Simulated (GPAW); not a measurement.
# Cu K-edge XANES of BaCu2S2 (I4/mmm), part 2 of 3

Aim: the near-edge shape at the Cu K edge of BaCu2S2 (I4/mmm), and what the core hole does to it.

GPAW 26.7.0; X-ray absorption from dipole matrix elements to empty bands, plane-wave PAW LDA.

So far. Step 2 (Ground state of the crystal): The mesh shows a gap of 0.38 eV, so the hole is first treated in a charged cell, without the excited electron. Step 3 (Spectrum without a core hole, Cu atom 2): Main maxima below 30 eV (height): 7.0 eV (1.37), 14.2 eV (1.34), 18.4 eV (1.26), 21.8 eV (1.30) and 27.6 eV (1.25). A K edge sees empty p states on the absorber.

### Step 5. Spectrum with FCH, Cu atom 2

The holes are 6.9 Å apart. In GPAW the data set carries the hole's charge, so charge=0 means a charged cell and charge=-1 a neutral one. The excited electron is left out and a uniform background balances the charge. After the field has converged, empty bands are computed with the density fixed and the dipole matrix elements are summed.

The input, xas.py:

```python
import numpy as np
from ase import Atoms
from ase.parallel import parprint, paropen
from gpaw import GPAW, PW, FermiDirac, Mixer, MixerDif, setup_paths
from gpaw.test import gen
setup_paths.insert(0, '.')
gen('Cu', name='fch1s', xcname='LDA', corehole=(1, 0, 1), write_xml=True)
from gpaw.mpi import world
world.barrier()

atoms = Atoms('Ba4Cu8S8',
    cell=[[1.95096482, -1.95096482, -6.32505103],
     [-7.80385929, 0, 0],
     [0, 7.80385929, 0]],
    scaled_positions=[[0, 0, 0],
     [0, 0.5, 0],
     [0, 0.5, 0.5],
     [0, 0, 0.5],
     [0.5, 0.625, 0.875],
     [0.5, 0.125, 0.875],
     [0.5, 0.125, 0.375],
     [0.5, 0.625, 0.375],
     [0.5, 0.875, 0.125],
     [0.5, 0.375, 0.125],
     [0.5, 0.375, 0.625],
     [0.5, 0.875, 0.625],
     [0.28202224, 0.82050556, 0.82050556],
     [0.28202224, 0.32050556, 0.82050556],
     [0.28202224, 0.32050556, 0.32050556],
     [0.28202224, 0.82050556, 0.32050556],
     [0.71797776, 0.67949444, 0.67949444],
     [0.71797776, 0.17949444, 0.67949444],
     [0.71797776, 0.17949444, 0.17949444],
     [0.71797776, 0.67949444, 0.17949444]],
    pbc=True)
atoms.calc = calc = GPAW(legacy_gpaw=True, mode=PW(430), xc='LDA', setups={4: 'fch1s'},
    kpts={'size': (2, 2, 2), 'gamma': True}, occupations=FermiDirac(0.02),
    charge=0, mixer=Mixer(0.1, 5, 50), maxiter=150,
    convergence={'density': 0.0001}, txt='scf.txt')
energy = atoms.get_potential_energy() + calc.get_reference_energy()
ef = calc.get_fermi_level()
out = dict(energy=energy, fermi=ef, forces=atoms.get_forces().tolist())
parprint(f'all-electron energy {energy:.4f} eV, Fermi level {ef:.4f} eV')
ev = np.array([[calc.get_eigenvalues(k, s) for k in range(len(calc.get_ibz_k_points()))] for s in range(calc.get_number_of_spins())])
out['homo'], out['lumo'], out['counts'] = ev[ev < ef].max(), ev[ev > ef].min(), sorted(set((ev < ef).sum((0, 2)).tolist()))
out['filled'] = (ev[:, 0] < ef).sum(1).tolist()

from ase.units import Ha
from gpaw.xas import dipole_matrix_elements
nb = int(calc.get_number_of_electrons() / 2) + 231
top, nb = nb, nb + 8 + nb // 12
nscf = calc.fixed_density(kpts={'size': (2, 2, 2), 'gamma': True}, nbands=nb,
    convergence={'bands': top, 'eigenstates': 1e-5}, maxiter=60, txt='nscf.txt')
cell = atoms.cell.array
ops = [cell.T @ U.T @ np.linalg.inv(cell.T) for U in nscf.wfs.kd.symmetry.op_scc]
filled = [88]  # bands filled in the ground state, by spin
E = np.arange(-6, 34, 0.1)
fwhm = np.interp(E, [4, 25], [1.55, 3.5])
Y, X, zero, highest = 0, 0, 1e9, 1e9
for spin in range(nscf.get_number_of_spins()):
    wfs = nscf.wfs
    A = dipole_matrix_elements(wfs.setups[4])
    eps = np.zeros((wfs.kd.nibzkpts, nb))
    d = np.zeros((3, A.shape[1], wfs.kd.nibzkpts, nb), complex)
    for kpt in wfs.kpt_u:
        if kpt.s == spin and 4 in kpt.P_ani:
            eps[kpt.k] = kpt.eps_n * Ha
            d[:, :, kpt.k] = (kpt.weight * wfs.nspins / 2) ** 0.5 * np.inner(A, kpt.P_ani[4])
    world.sum(eps)
    world.sum(d)
    T = np.einsum('amkn,bmkn->abkn', d, d.conj()).real
    T = sum(np.einsum('ai,ijkn,bj->abkn', R, T, R) for R in ops) / len(ops)
    empty = np.ones_like(eps, bool) & (np.arange(nb) >= filled[spin])
    zero, highest = min(zero, eps[empty].min()), min(highest, eps[:, top - 1].min())
    lines = [(eps, T, empty)] if spin == 0 else lines + [(eps, T, empty)]
for eps, T, empty in lines:
    f = np.einsum('aakn->akn', T).reshape(3, -1)
    x = eps.ravel() - zero
    w = np.interp(x, E, fwhm) / 2.35482
    g = np.exp(-0.5 * ((E[:, None] - x) / w) ** 2) / (w * (2 * np.pi) ** 0.5)
    Y = Y + (f * empty.ravel()) @ g.T
    X = X + (f * ~empty.ravel()) @ g.T
out.update(E=E.round(2).tolist(), xas=Y.tolist(), xes=X.tolist(), zero=zero, valid=highest - zero, nk=len(eps), nb=nb)
for i in range(0, len(E), 10):
    parprint(f'{E[i]:7.2f}', *(f'{v:10.3e}' for v in Y[:, i]))
import json
with paropen('out.json', 'w') as f:
    json.dump(out, f)
```

Started as:

```
OMP_NUM_THREADS=1 mpirun -n 4 gpaw python xas.py
```

Numbers of over 12 decimals in the logs are rounded to 6 here.

Log:

```text
Input parameters:
  convergence: {density: 0.0001}
  kpts: {gamma: True,
         size: (2, 2, 2)}
  maxiter: 150
  mixer: {backend: pulay,
          beta: 0.1,
          method: separate,
          nmaxold: 5,
          weight: 50}
  mode: {ecut: 430.0,
         name: pw}
  occupations: {fixmagmom: False,
                name: fermi-dirac,
                width: 0.02}
  setups: {4: fch1s}

Initialize ...

[... PAW data sets ...]

Reference energy: -1321637.645392  # eV

Spin-paired calculation

[... convergence settings ...]
Symmetries present (total): 1
  [... symmetry matrices ...]

8 k-points: 2 x 2 x 2 Monkhorst-Pack grid + [1/4,1/4,1/4]
8 k-points in the irreducible part of the Brillouin zone
       k-points in crystal coordinates                weights
   0:     0.00000000    0.00000000    0.00000000          1/8
   1:     0.00000000    0.00000000    0.50000000          1/8
   2:     0.00000000    0.50000000    0.00000000          1/8
   3:     0.00000000    0.50000000    0.50000000          1/8
   4:     0.50000000    0.00000000    0.00000000          1/8
   5:     0.50000000    0.00000000    0.50000000          1/8
   6:     0.50000000    0.50000000    0.00000000          1/8
   7:     0.50000000    0.50000000    0.50000000          1/8

Wave functions: Plane wave expansion
  Cutoff energy: 430.000 eV
  Number of coefficients (min, max): 7788, 7831
  Pulay-stress correction: 0.000000 eV/Ang^3 (de/decut=0.000000)
  Using FFTW library
  Wavefunction extrapolation:
    Improved wavefunction reuse through dual PAW basis

Occupation numbers: Fermi-Dirac:
  width: 0.0200  # eV

Eigensolver
   Davidson(niter=2)

Densities:
  Coarse grid: 35*40*40 grid
  Fine grid: 70*80*80 grid
  Total Charge: 1.000000

Density mixing:
  Method: separate
  Backend: pulay
  Linear mixing parameter: 0.1
  old densities: 5
  Width of damping distribution: 1.1
  Damping of long wavelength oscillations: 50

[... Hamiltonian set-up ...]
Number of atoms: 20
Number of atomic orbitals: 124
Number of bands in calculation: 110
Number of valence electrons: 176
Bands to converge: occupied

... initialized

Initializing position-dependent things.

Density initialized from atomic densities
Creating initial wave functions:
  110 bands from LCAO basis set

              Ba        Ba
           S        S
            Ba Cu    Ba  Cu
        SCu       SCu

             Cu        Cu
       Cu        Cu
            S        S

Atomic positions and initial magnetic moments

Positions:
   0 Ba     0.000000    0.000000    0.000000    ( 0.0000,  0.0000,  0.0000)
   1 Ba    -3.901930    0.000000    0.000000    ( 0.0000,  0.0000,  0.0000)
   2 Ba    -3.901930    3.901930    0.000000    ( 0.0000,  0.0000,  0.0000)
   3 Ba     0.000000    3.901930    0.000000    ( 0.0000,  0.0000,  0.0000)
   4 Cu    -3.901930    5.852894   -3.162526    ( 0.0000,  0.0000,  0.0000)
   5 Cu    -0.000000    5.852894   -3.162526    ( 0.0000,  0.0000,  0.0000)
   6 Cu    -0.000000    1.950965   -3.162526    ( 0.0000,  0.0000,  0.0000)
[...]
17 S     -0.000000    3.901930   -4.541246    ( 0.0000,  0.0000,  0.0000)
  18 S     -0.000000    0.000000   -4.541246    ( 0.0000,  0.0000,  0.0000)
  19 S     -3.901930    0.000000   -4.541246    ( 0.0000,  0.0000,  0.0000)

Unit cell:
           periodic     x           y           z      points  spacing
  1. axis:    yes    1.950965   -1.950965   -6.325051    35     0.1807
  2. axis:    yes   -7.803859    0.000000    0.000000    40     0.1864
  3. axis:    yes    0.000000    7.803859    0.000000    40     0.1864

  Lengths:   6.900638   7.803859   7.803859
  Angles:   90.000000 106.422754 106.422754

Effective grid spacing dv^(1/3) = 0.1902

iter:   1  -130.437541
iter:   2  -122.141367   -0.55  -1.15
iter:   3  -119.738047   -1.29  -1.33
iter:   4  -118.655713   -1.36  -1.43
iter:   5  -118.448988   -1.94  -1.63
iter:   6  -118.668184   -1.55  -1.80
iter:   7  -118.322532   -2.22  -2.21
iter:   8  -118.310867   -3.19  -2.50
iter:   9  -118.306696c  -2.94  -2.62
iter:  10  -118.306457c  -3.77  -3.03
iter:  11  -118.301651c  -3.93  -3.15
iter:  12  -118.301629c  -4.73  -3.26
iter:  13  -118.301887c  -4.65  -3.36
iter:  14  -118.301608c  -5.65  -3.53
iter:  15  -118.301805c  -5.38  -3.56
iter:  16  -118.301567c  -4.90  -3.71
iter:  17  -118.301596c  -5.69  -3.85
iter:  18  -118.301563c  -6.61  -4.01c
iter:  19  -118.301550c  -5.83  -4.19c
iter:  20  -118.301547c  -7.21  -4.41c
iter:  21  -118.301547c  -7.56c -4.51c

Converged after 21 iterations.

Dipole moment: (-0.207038, 0.815213, 0.000000) |e|*Ang

Energy contributions relative to reference atoms: (reference = -1321637.645392)

Kinetic:        -37.547421
Potential:      +13.173227
External:        +0.000000
XC:             -94.642593
Entropy (-ST):   -0.000001
Local:           +0.715242
SIC:             +0.000000
--------------------------
Free energy:   -118.301547
Extrapolated:  -118.301547

Showing only first 2 kpts
 Kpt  Band  Eigenvalues  Occupancy
  0    86      7.80028    1.99999
  0    87      7.80328    1.99999
  0    88      8.27765    0.00002
  0    89      8.89059    0.00000

  1    86      7.55261    2.00000
  1    87      7.59197    2.00000
  1    88      9.37815    0.00000
[...]
Fermi level: 8.04791

Gap: 0.474 eV
Transition (v -> c):
  (s=0, k=0, n=87, [0.00, 0.00, 0.00]) -> (s=0, k=0, n=88, [0.00, 0.00, 0.00])
No difference between direct/indirect transitions

Forces in eV/Ang:
  0 Ba   -0.19034    0.14944   -0.10546
  1 Ba    0.18956    0.18956   -0.00000
  2 Ba    0.14944   -0.19034    0.10546
  3 Ba   -0.15133   -0.15133   -0.00000
  4 Cu    0.00825    0.00825    0.00000
  5 Cu   -0.00371    0.00725   -0.14447
  6 Cu   -0.00509   -0.00509   -0.00000
[...]
17 S     0.02312    0.02671    0.09763
 18 S     0.02603   -0.03940    0.13835
 19 S    -0.00951   -0.05670    0.16793
Scalar-relativistic atomic LDA calculation for Cu (Copper, Z=29)
Core hole in 1s state (1s occupation: 1.0)
600 radial gridpoints.
|------------------------------------------------|
|------------------------------------------------|
[... the atom generator's iteration count ...]

Energy contributions:
-------------------------
Kinetic:    +1336.692400
XC:           -57.131451
Potential:  -2600.779951
-------------------------
Total:      -1321.219003

state      eigenvalue         ekin         rmax
-----------------------------------------------
1s^1.0 :  -337.058981   426.036309        0.034
2s^2.0 :   -41.859242    83.018235        0.193
2p^6.0 :   -37.118937    82.366106        0.153
3s^2.0 :    -4.941495    18.413630        0.596
3p^6.0 :    -3.402187    16.582998        0.594
3d^10.0:    -0.747943    11.230631        0.562
4s^1.0 :    -0.517664     1.791433        2.006
4p^0.0 :    -0.294182     1.077284        2.520
-----------------------------------------------
(units: Bohr and Hartree)

Generating PAW setup
Kinetic energy of the core from tauc = 1233.538363
Cutoffs:
rc(s)=2.200
rc(p)=2.200
rc(d)=2.000
rc(vbar)=1.800
rc(comp)=2.000
rc(nct)=2.200

Kinetic energy of the core states: 1222.594660
Charge: 1.0
Core electrons: 17.0
Valence electrons: 11.0
Pseudo-core charge: 0.267927
Shape function alpha=2.500
Pseudo-electron charge 3.306954
state    eigenvalue         norm
--------------------------------
4s(1) :    -0.517664     1.110086
*s    :     0.482336
4p(0) :    -0.294182     1.012069
*p    :     0.705818
3d(10):    -0.747943     0.192894
*d    :     0.252057
--------------------------------

Diagonalizing with gridspacing h=0.050

state   all-electron     PAW
-------------------------------
4s:      -0.517664    -0.517809
4p:      -0.294182    -0.294289
3d:      -0.747943    -0.748405
*f:                   -0.018700
-------------------------------
all-electron energy -1321755.9469 eV, Fermi level 8.0479 eV
[...]
31.00  1.257e-07  1.257e-07  1.550e-07
  32.00  1.199e-07  1.199e-07  1.599e-07
  33.00  1.253e-07  1.253e-07  1.574e-07
```

Wall time 5.1 min (4 MPI ranks of Arm Neoverse V2, shared host); peak memory 0.68 GiB.

The Cu K spectrum, Cu atom 2, full core hole (charged cell) (energy from the lowest empty level; intensity scaled to a mean of 1 over the first 20 eV; polarised curves are means over the symmetry-equivalent atoms):

```csv
E (eV),isotropic,ε ⊥ c,ε ∥ c
-2.0,0.00,0.00,0.00
-0.5,0.01,0.00,0.02
1.0,0.18,0.14,0.26
2.5,0.58,0.59,0.56
4.0,0.90,0.94,0.83
5.5,1.20,1.17,1.26
7.0,1.45,1.31,1.72
8.5,0.98,0.99,0.97
10.0,1.03,1.02,1.04
11.5,1.32,1.41,1.15
13.0,1.09,1.18,0.90
14.5,0.99,1.04,0.90
16.0,1.06,1.06,1.06
17.5,1.19,1.17,1.24
19.0,1.12,1.08,1.20
20.5,1.01,0.98,1.05
22.0,1.00,1.01,0.96
23.5,0.98,0.99,0.95
25.0,0.98,0.97,1.02
26.5,1.08,1.08,1.06
28.0,1.08,1.14,0.97
29.5,0.90,0.92,0.85
```

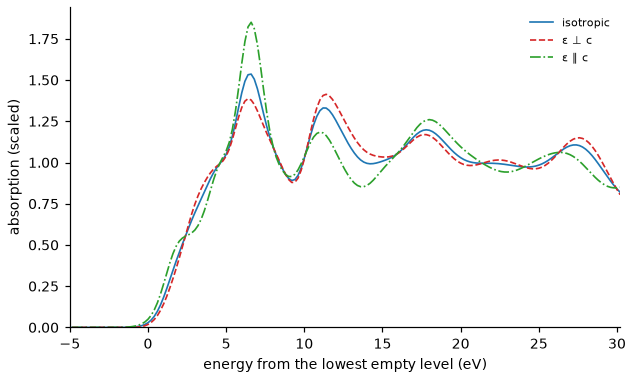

The Cu K edge, Cu atom 2, full core hole (charged cell): main maxima at 6.6, 11.2 and 17.8 eV.

Main maxima below 29 eV (height): 6.6 eV (1.54), 11.2 eV (1.33), 17.8 eV (1.20) and 27.4 eV (1.11). 

The hole costs E(hole) − E(ground) = 8983.21 eV, and the lowest empty level of the hole cell on the spectrum's mesh lies at 8.28 eV, which puts the zero at 8991.48 eV. One term is added: -29.79 eV, since the hole is spin-paired here and a spin-polarised one costs that much less in the free atom (computed apart). The photon energy is then 8961.69 eV. The tabulated edge of the element is 8979 eV. The functional and the charged cell's background leave an error in such absolute values: in the free atom LDA prices this hole 18.3 eV below PBE (computed apart), and PBE is itself good to a few eV.

### Step 6. Excitation energy, Cu atom 2

With the excited electron kept in the cell the system stays neutral, and the energy difference is an excitation energy by itself. In a small cell that electron takes up a good share of the lowest empty band, or all of one, which shifts the value from the true onset.

Changed against the first core-hole run: core hole to XCH, with the smearing that suits a partly filled band.

The input, scf.py:

```python
import numpy as np
from ase import Atoms
from ase.parallel import parprint, paropen
from gpaw import GPAW, PW, FermiDirac, Mixer, MixerDif, setup_paths
from gpaw.test import gen
setup_paths.insert(0, '.')
gen('Cu', name='fch1s', xcname='LDA', corehole=(1, 0, 1), write_xml=True)
from gpaw.mpi import world
world.barrier()

atoms = Atoms('Ba4Cu8S8',
    cell=[[1.95096482, -1.95096482, -6.32505103],
     [-7.80385929, 0, 0],
     [0, 7.80385929, 0]],
    scaled_positions=[[0, 0, 0],
     [0, 0.5, 0],
     [0, 0.5, 0.5],
     [0, 0, 0.5],
     [0.5, 0.625, 0.875],
     [0.5, 0.125, 0.875],
     [0.5, 0.125, 0.375],
     [0.5, 0.625, 0.375],
     [0.5, 0.875, 0.125],
     [0.5, 0.375, 0.125],
     [0.5, 0.375, 0.625],
     [0.5, 0.875, 0.625],
     [0.28202224, 0.82050556, 0.82050556],
     [0.28202224, 0.32050556, 0.82050556],
     [0.28202224, 0.32050556, 0.32050556],
     [0.28202224, 0.82050556, 0.32050556],
     [0.71797776, 0.67949444, 0.67949444],
     [0.71797776, 0.17949444, 0.67949444],
     [0.71797776, 0.17949444, 0.17949444],
     [0.71797776, 0.67949444, 0.17949444]],
    pbc=True)
atoms.calc = calc = GPAW(legacy_gpaw=True, mode=PW(430), xc='LDA', setups={4: 'fch1s'},
    kpts={'size': (2, 2, 2), 'gamma': True}, occupations=FermiDirac(0.04),
    charge=-1, mixer=Mixer(0.1, 5, 50), maxiter=150,
    convergence={'density': 0.0001}, txt='scf.txt')
energy = atoms.get_potential_energy() + calc.get_reference_energy()
ef = calc.get_fermi_level()
out = dict(energy=energy, fermi=ef, forces=atoms.get_forces().tolist())
parprint(f'all-electron energy {energy:.4f} eV, Fermi level {ef:.4f} eV')
ev = np.array([[calc.get_eigenvalues(k, s) for k in range(len(calc.get_ibz_k_points()))] for s in range(calc.get_number_of_spins())])
out['homo'], out['lumo'], out['counts'] = ev[ev < ef].max(), ev[ev > ef].min(), sorted(set((ev < ef).sum((0, 2)).tolist()))
out['filled'] = (ev[:, 0] < ef).sum(1).tolist()
import json
with paropen('out.json', 'w') as f:
    json.dump(out, f)
```

Started as:

```
OMP_NUM_THREADS=1 mpirun -n 4 gpaw python scf.py
```

Log:

```text
Input parameters:
  charge: -1
  convergence: {density: 0.0001}
  kpts: {gamma: True,
         size: (2, 2, 2)}
  maxiter: 150
  mixer: {backend: pulay,
          beta: 0.1,
          method: separate,
          nmaxold: 5,
          weight: 50}
  mode: {ecut: 430.0,
         name: pw}
  occupations: {fixmagmom: False,
                name: fermi-dirac,
                width: 0.04}
  setups: {4: fch1s}

Initialize ...

[...]
*s    :     0.482336
4p(0) :    -0.294182     1.012069
*p    :     0.705818
3d(10):    -0.747943     0.192894
*d    :     0.252057
--------------------------------

Diagonalizing with gridspacing h=0.050

state   all-electron     PAW
-------------------------------
4s:      -0.517664    -0.517809
4p:      -0.294182    -0.294289
3d:      -0.747943    -0.748405
*f:                   -0.018700
-------------------------------
all-electron energy -1321747.2885 eV, Fermi level 9.0539 eV
[key lines of the parts left out:]
Converged after 18 iterations.
Dipole moment: (-0.190782, 0.758962, 0.000000) |e|*Ang
Free energy:   -109.657224
Fermi level: 9.05395
```

It took 72 s on 4 MPI ranks; peak memory 0.4 GiB.

The total-energy difference is 8991.86 eV. With the free-atom term of -29.79 eV for this edge, the photon energy is 8962.07 eV.

(Part 2 of 3 ends here.)

[Banner, clock and machine lines of the logs are left out without a mark of their own.]

[Logs are printed without paths, hosts, clocks, repeated set-up lines and the standing remarks that a program may print on its own settings, such as how far it seeks lower states.]

[Hosts, paths, dates, database ids (printed as entryN), source tags and the programs' standing remarks are cut or masked in the printed files.]

[Lists of maxima count a maximum above −3 eV only where it reaches 4 % of the highest in the window and stands out from its surroundings by 2 % of it (1.5 % where it reaches 55 %); shoulders and weaker maxima are passed over, and of the rest the first, up to two pre-edge ones and the few strongest are named.]
